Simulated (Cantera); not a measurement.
Feed: 1 mol BaF2, a varied amount of H2, at 1650 K and 1.10 Pa.

These are equilibrium values from Cantera (NASA tables, ideal gas, pure condensed phases), not measurements of a reactor. Candidate condensed phases: Ba, BaF2; 14 gas species. The numbers say what is thermodynamically allowed, not how fast it happens.

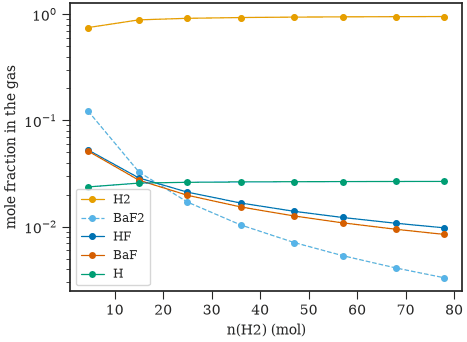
Figure. Equilibrium gas composition (values under 1e-9 drawn at 1e-9)

Task: Read off the mole fractions at 78 mol H2.

Result: H2 about 0.95, H about 0.027, HF about 0.0098, BaF about 0.0085, BaF2 about 0.0033.
